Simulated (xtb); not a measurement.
# Run report: C2H9NSi2, geometry relaxation (part 3 of 3)

C2H9NSi2, multiplicity 3; GFN2-xTB (xtb 6.7.1 later snapshot). 

Geometry of the input (Å):
```
C  -1.2891  0.5120  1.1452
N  -0.1674  0.6097  0.4367
C  1.0030  0.9343  1.1343
Si -0.0737  0.5584  -1.4488
Si 0.2425  -1.4368  -2.2573
H  -1.5182  1.4640  1.6512
H  -1.2089  -0.2289  1.9007
H  -2.0995  0.2983  0.4800
H  0.9510  1.8840  1.6301
H  1.9228  0.9918  0.4633
H  1.2699  0.0714  1.9011
H  -0.8309  -2.6369  -1.8185
H  1.4027  -2.1413  -1.9847
H  0.0920  -1.0512  -3.6859
```

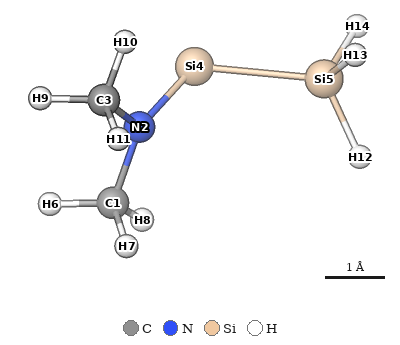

**Figure 1.** The geometry at step 4 of the log (ball-and-stick view, seen at a tilt; atoms are numbered from 1 in the order of the input).

## What the program printed, continued
```
          ...................................................
          :                      SETUP                      :
          :.................................................:
          :  # basis functions                  41          :
          :  # atomic orbitals                  39          :
          :  # shells                           21          :
          :  # electrons                        30          :
          :  max. iterations                   250          :
          :  Hamiltonian                  GFN2-xTB          :
          :  restarted?                      false          :
          :  GBSA solvation                  false          :
          :  PC potential                    false          :
          :  electronic temp.          300.0000000     K    :
          :  accuracy                    1.0000000          :
          :  -> integral cutoff          0.2500000E+02      :
          :  -> integral neglect         0.1000000E-07      :
          :  -> SCF convergence          0.1000000E-05 Eh   :
          :  -> wf. convergence          0.1000000E-03 e    :
          :  Broyden damping             0.4000000          :
          :  net charge                          0          :
          :  unpaired electrons                  2          :
          ...................................................

 iter      E             dE          RMSdq      gap      omega  full diag
   1    -15.3336492 -0.153336E+02  0.871E-05    2.14       0.0  T
   2    -15.3336492 -0.107825E-11  0.545E-05    2.14     490.0  T
   3    -15.3336492 -0.384404E-11  0.534E-05    2.14     500.8  T

   *** convergence criteria satisfied after 3 iterations ***

         #    Occupation            Energy/Eh            Energy/eV
      -------------------------------------------------------------
         1        2.0000           -0.7161311             -19.4869
       ...           ...                  ...                  ...
        10        2.0000           -0.4564844             -12.4216
        11        2.0000           -0.4133853             -11.2488
        12        2.0000           -0.4081348             -11.1059
        13        2.0000           -0.3926016             -10.6832
        14        2.0000           -0.3604063              -9.8072
        15        1.0000           -0.2871150              -7.8128
        16        1.0000           -0.2496394              -6.7930 (HOMO)
        17                         -0.1711706              -4.6578 (LUMO)
        18                         -0.1521995              -4.1416
        19                         -0.1506511              -4.0994
        20                         -0.1243070              -3.3826
        21                         -0.0764834              -2.0812
       ...                                ...                  ...
        39                          0.8818160              23.9954
      -------------------------------------------------------------
                  HL-Gap            0.0784688 Eh            2.1352 eV
             Fermi-level           -0.2670828 Eh           -7.2677 eV

 transition dipole moment (au) for excitation:          15          16
     X       Y       Z
  -0.0825  -0.0172   0.0008  total (au/Debye):    0.084   0.214
 dE (eV)             :    1.020
 oscillator strength :  0.25112E-03

 SCC (total)                   0 d,  0 h,  0 min,  0.004 sec
 SCC setup                      ...        0 min,  0.000 sec (  0.837%)
 Dispersion                     ...        0 min,  0.000 sec (  0.572%)
 classical contributions        ...        0 min,  0.000 sec (  0.175%)
 integral evaluation            ...        0 min,  0.001 sec ( 17.792%)
 iterations                     ...        0 min,  0.001 sec ( 18.739%)
 molecular gradient             ...        0 min,  0.002 sec ( 36.380%)
 printout                       ...        0 min,  0.001 sec ( 25.287%)

         :::::::::::::::::::::::::::::::::::::::::::::::::::::
         ::                     SUMMARY                     ::
         :::::::::::::::::::::::::::::::::::::::::::::::::::::
         :: total energy             -15.159716739053 Eh    ::
         :: gradient norm              0.000601179313 Eh/a0 ::
         :: HOMO-LUMO gap              2.135244765023 eV    ::
         ::.................................................::
         :: SCC energy               -15.333626958453 Eh    ::
         :: -> isotropic ES            0.016427644923 Eh    ::
         :: -> anisotropic ES         -0.002003127938 Eh    ::
         :: -> anisotropic XC          0.006543165910 Eh    ::
         :: -> dispersion             -0.009838929660 Eh    ::
         :: repulsion energy           0.173910219400 Eh    ::
         :: add. restraining           0.000000000000 Eh    ::
         :: total charge               0.000000000000 e     ::
         :::::::::::::::::::::::::::::::::::::::::::::::::::::

           -------------------------------------------------
          |                Property Printout                |
           -------------------------------------------------

    * Orbital Energies and Occupations

         #    Occupation            Energy/Eh            Energy/eV
      -------------------------------------------------------------
         1        2.0000           -0.7161311             -19.4869
       ...           ...                  ...                  ...
         4        2.0000           -0.5966109             -16.2346
         5        2.0000           -0.5460968             -14.8600
         6        2.0000           -0.5123301             -13.9412
         7        2.0000           -0.5081854             -13.8284
         8        2.0000           -0.4826864             -13.1346
         9        2.0000           -0.4713571             -12.8263
        10        2.0000           -0.4564844             -12.4216
        11        2.0000           -0.4133853             -11.2488
        12        2.0000           -0.4081348             -11.1059
        13        2.0000           -0.3926016             -10.6832
        14        2.0000           -0.3604063              -9.8072
        15        1.0000           -0.2871150              -7.8128
        16        1.0000           -0.2496394              -6.7930 (HOMO)
        17                         -0.1711706              -4.6578 (LUMO)
        18                         -0.1521995              -4.1416
        19                         -0.1506511              -4.0994
        20                         -0.1243070              -3.3826
        21                         -0.0764834              -2.0812
        22                         -0.0744403              -2.0256
        23                         -0.0359933              -0.9794
        24                         -0.0218745              -0.5952
        25                          0.0304533               0.8287
        26                          0.0410053               1.1158
        27                          0.1054717               2.8700
       ...                                ...                  ...
        39                          0.8818160              23.9954
      -------------------------------------------------------------
                  HL-Gap            0.0784688 Eh            2.1352 eV
             Fermi-level           -0.2670828 Eh           -7.2677 eV

     #   Z          covCN         q      C6AA      α(0)
     1   6          3.730    -0.020    21.029     6.546
     2   7          2.636    -0.269    26.973     7.713
     3   6          3.729    -0.020    21.031     6.547
     4  14          1.837     0.253   191.171    29.383
     5  14          3.701     0.342   101.151    19.261
     6   1          0.924     0.020     2.737     2.587
     7   1          0.924     0.023     2.696     2.568
     8   1          0.925     0.026     2.638     2.540
     9   1          0.924     0.020     2.733     2.585
    10   1          0.925     0.027     2.635     2.539
    11   1          0.924     0.022     2.700     2.569
    12   1          0.915    -0.126     6.588     4.015
    13   1          0.915    -0.126     6.558     4.005
    14   1          0.918    -0.171     8.865     4.657

 Mol. C6AA /au·bohr⁶  :       3084.812340
 Mol. C8AA /au·bohr⁸  :     111583.618718
 Mol. α(0) /au        :         97.514916

Wiberg/Mayer (AO) data.
largest (>0.10) Wiberg bond orders for each atom

 ---------------------------------------------------------------------------
     #   Z sym  total        # sym  WBO       # sym  WBO       # sym  WBO
 ---------------------------------------------------------------------------
     1   6      3.989 --     2      1.039     8      0.991     6      0.975
                             7      0.974
     2   7      3.310 --     4      1.109     3      1.039     1      1.039
     3   6      3.989 --     2      1.039    10      0.991     9      0.975
                            11      0.974
     4  14      2.371 --     5      1.152     2      1.109
     5  14      3.907 --     4      1.152    14      0.886    13      0.884
                            12      0.884
     6   1      0.999 --     1      0.975
     7   1      0.999 --     1      0.974
     8   1      0.999 --     1      0.991
     9   1      0.999 --     3      0.975
    10   1      0.999 --     3      0.991
    11   1      0.999 --     3      0.974
    12   1      0.983 --     5      0.884
    13   1      0.983 --     5      0.884
    14   1      0.970 --     5      0.886
 ---------------------------------------------------------------------------

Topologies differ in total number of bonds
Writing topology from bond orders to xtbtopo.mol

molecular dipole:
                 x           y           z       tot (Debye)
 q only:       -0.091       0.657       0.083
   full:       -0.005       0.098       0.548       1.415
molecular quadrupole (traceless):
                xx          xy          yy          xz          yz          zz
 q only:        2.804       0.514      -1.052       0.682      -5.123      -1.753
  q+dip:        2.308       0.163       0.916       0.063      -1.315      -3.223
   full:        2.837       0.701      -1.690       0.027      -0.916      -1.147

           -------------------------------------------------
          |                Geometry Summary                 |
           -------------------------------------------------

      molecular mass/u    :      103.2706392
   center of mass at/Å    :       -0.0265326      -0.0011991      -0.6648973
  moments of inertia/u·Å² :        0.8962018E+02   0.3286377E+03   0.3429243E+03
rotational constants/cm⁻¹ :        0.1881008E+00   0.5129549E-01   0.4915846E-01

 * 13 selected distances

     #   Z          #   Z                                           value/Å
     1   6          2   7                                         1.4355679
     2   7          3   6                                         1.4354983
     2   7          4  14                                         1.7367999
     4  14          5  14                                         2.2724590 (max)
     1   6          6   1                                         1.0973517
     1   6          7   1                                         1.0958124
     1   6          8   1                                         1.0876076
     3   6          9   1                                         1.0970149
     3   6         10   1                                         1.0873542 (min)
     3   6         11   1                                         1.0960421
     5  14         12   1                                         1.4755638
     5  14         13   1                                         1.4748146
     5  14         14   1                                         1.4655964

 * 5 distinct bonds (by element types)

   Z      Z             #   av. dist./Å        max./Å        min./Å
   1 H    6 C           6     1.0935305     1.0973517     1.0873542
   6 C    7 N           2     1.4355331     1.4355679     1.4354983
   1 H   14 Si          3     1.4719916     1.4755638     1.4655964
   7 N   14 Si          1     1.7367999     1.7367999     1.7367999
  14 Si  14 Si          1     2.2724590     2.2724590     2.2724590

optimized geometry written to: xtbopt.coord

           -------------------------------------------------
          | TOTAL ENERGY              -15.159716739053 Eh   |
          | GRADIENT NORM               0.000601179313 Eh/α |
          | HOMO-LUMO GAP               2.135244765023 eV   |
           -------------------------------------------------

------------------------------------------------------------------------
------------------------------------------------------------------------
 total:
 *  cpu-time:     0 d,  0 h,  0 min,  0.062 sec
 * ratio c/w:     1.000 speedup
 SCF:
 *  cpu-time:     0 d,  0 h,  0 min,  0.008 sec
 * ratio c/w:     1.000 speedup
 ANC optimizer:
 *  cpu-time:     0 d,  0 h,  0 min,  0.047 sec
 * ratio c/w:     1.000 speedup
```

## Standard error
```
normal termination of xtb
```

## Trajectory as extended XYZ (Å, eV, eV/Å), 9 frames, from step=0 to step=8
```
14
Properties=species:S:1:pos:R:3 step=0 energy=-411.49221
C    -1.2891    0.5120    1.1452
N    -0.1674    0.6097    0.4367
C     1.0030    0.9343    1.1343
Si   -0.0737    0.5584   -1.4488
Si    0.2425   -1.4368   -2.2573
H    -1.5182    1.4640    1.6512
H    -1.2089   -0.2289    1.9007
H    -2.0995    0.2983    0.4800
H     0.9510    1.8840    1.6301
H     1.9228    0.9918    0.4633
H     1.2699    0.0714    1.9011
H    -0.8309   -2.6369   -1.8185
H     1.4027   -2.1413   -1.9847
H     0.0920   -1.0512   -3.6859
14
Properties=species:S:1:pos:R:3 step=1 energy=-412.24329
C    -1.3010    0.5235    1.1513
N    -0.1306    0.6071    0.4055
C     1.0398    0.9248    1.1291
Si   -0.0842    0.5827   -1.4367
Si    0.2044   -1.4579   -2.2430
H    -1.5392    1.4738    1.6692
H    -1.2275   -0.2437    1.9213
H    -2.1290    0.2924    0.4899
H     0.9604    1.8734    1.6588
H     1.9172    0.9855    0.4604
H     1.2631    0.1156    1.8911
H    -0.8097   -2.5793   -1.8703
H     1.4422   -2.1616   -2.0023
H     0.0904   -1.1075   -3.6768
14
Properties=species:S:1:pos:R:3 step=2 energy=-412.45744
C    -1.3104    0.5314    1.1504
N    -0.1088    0.5982    0.3755
C     1.0610    0.9136    1.1365
Si   -0.0938    0.5958   -1.4048
Si    0.1681   -1.4842   -2.2293
H    -1.5337    1.4797    1.6663
H    -1.2332   -0.2496    1.9249
H    -2.1486    0.2875    0.4964
H     0.9566    1.8670    1.6791
H     1.9088    0.9826    0.4729
H     1.2615    0.1433    1.8758
H    -0.7751   -2.5030   -1.9100
H     1.4673   -2.1637   -2.0211
H     0.0764   -1.1698   -3.6651
14
Properties=species:S:1:pos:R:3 step=3 energy=-412.50006
C    -1.3104    0.5310    1.1521
N    -0.1058    0.5992    0.3713
C     1.0637    0.9165    1.1414
Si   -0.0958    0.6053   -1.3888
Si    0.1918   -1.4732   -2.2341
H    -1.5276    1.4790    1.6641
H    -1.2272   -0.2495    1.9246
H    -2.1507    0.2852    0.5027
H     0.9516    1.8707    1.6802
H     1.9148    0.9906    0.4763
H     1.2551    0.1437    1.8857
H    -0.8266   -2.5170   -1.9302
H     1.4946   -2.1506   -2.0236
H     0.0690   -1.2021   -3.6742
14
Properties=species:S:1:pos:R:3 step=4 energy=-412.51230
C    -1.3100    0.5291    1.1518
N    -0.1054    0.5982    0.3657
C     1.0629    0.9160    1.1421
Si   -0.1041    0.6107   -1.3788
Si    0.1809   -1.4631   -2.2564
H    -1.5203    1.4784    1.6599
H    -1.2207   -0.2497    1.9222
H    -2.1519    0.2838    0.5064
H     0.9460    1.8707    1.6754
H     1.9219    0.9895    0.4809
H     1.2463    0.1384    1.8918
H    -0.8012   -2.5174   -1.8978
H     1.4669   -2.1571   -2.0186
H     0.0848   -1.1986   -3.6970
14
Properties=species:S:1:pos:R:3 step=5 energy=-412.51604
C    -1.3088    0.5277    1.1528
N    -0.1069    0.5992    0.3644
C     1.0599    0.9177    1.1422
Si   -0.1111    0.6046   -1.3726
Si    0.1865   -1.4681   -2.2553
H    -1.5164    1.4789    1.6569
H    -1.2138   -0.2478    1.9224
H    -2.1507    0.2810    0.5097
H     0.9426    1.8735    1.6691
H     1.9253    0.9846    0.4865
H     1.2422    0.1388    1.8934
H    -0.8082   -2.5008   -1.9119
H     1.4760   -2.1527   -2.0169
H     0.0797   -1.2077   -3.6933
14
Properties=species:S:1:pos:R:3 step=6 energy=-412.51658
C    -1.3072    0.5272    1.1537
N    -0.1078    0.6006    0.3653
C     1.0581    0.9185    1.1418
Si   -0.1147    0.6019   -1.3723
Si    0.1855   -1.4697   -2.2558
H    -1.5155    1.4791    1.6570
H    -1.2101   -0.2468    1.9233
H    -2.1490    0.2798    0.5113
H     0.9426    1.8744    1.6668
H     1.9250    0.9815    0.4878
H     1.2403    0.1413    1.8936
H    -0.8104   -2.5023   -1.9154
H     1.4736   -2.1517   -2.0159
H     0.0858   -1.2052   -3.6935
14
Properties=species:S:1:pos:R:3 step=7 energy=-412.51680
C    -1.3046    0.5273    1.1553
N    -0.1081    0.6028    0.3661
C     1.0572    0.9196    1.1416
Si   -0.1197    0.5988   -1.3710
Si    0.1844   -1.4714   -2.2570
H    -1.5145    1.4797    1.6582
H    -1.2048   -0.2449    1.9257
H    -2.1473    0.2782    0.5146
H     0.9440    1.8773    1.6632
H     1.9248    0.9778    0.4886
H     1.2347    0.1457    1.8972
H    -0.8120   -2.5081   -1.9270
H     1.4698   -2.1513   -2.0131
H     0.0924   -1.2025   -3.6948
14
Properties=species:S:1:pos:R:3 step=8 energy=-412.51691
C    -1.3046    0.5277    1.1561
N    -0.1081    0.6026    0.3664
C     1.0575    0.9200    1.1416
Si   -0.1213    0.5969   -1.3704
Si    0.1837   -1.4727   -2.2581
H    -1.5150    1.4801    1.6590
H    -1.2046   -0.2443    1.9274
H    -2.1479    0.2776    0.5164
H     0.9455    1.8799    1.6609
H     1.9253    0.9756    0.4887
H     1.2342    0.1478    1.8991
H    -0.8128   -2.5109   -1.9324
H     1.4696   -2.1514   -2.0116
H     0.0947   -1.2001   -3.6954
```

## Key numbers

- outcome: converged
- electrons treated: 30
- total energy: −15.159717 hartree
- dispersion energy: −0.009839 hartree
- basis functions: 41
- dipole moment: 1.42 D
- hardware: 1 thread of Arm Neoverse V2, 24 GiB of memory available, shared host
- peak memory: 0.073 GiB

## Remarks

Settings chosen away from the usual ones: method = gfn2-xtb; task = optimise; x = {"model_hessian": "lindh"}; opt_level = normal; partner = base. The record of the run, not the program, notes: no spin polarisation: high-spin states lie too high.
